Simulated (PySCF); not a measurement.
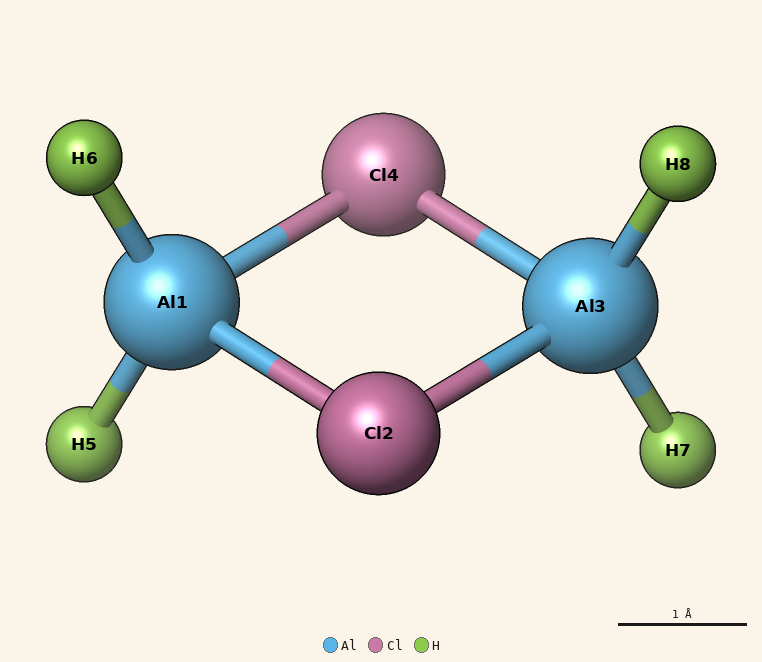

The atoms are numbered. Computed geometry: PBE0-D3(BJ)/def2-SVP optimisation. No frequency run is at hand to confirm it as a minimum.

> What is the geometry at Cl2?

Cl2 has 2 neighbours (Al1 at 2.32, Al3 at 2.31 Å); the arrangement is bent.

> What is the dihedral angle Cl4–Al1–Cl2–Al3?

0° in size, that is syn (eclipsed).
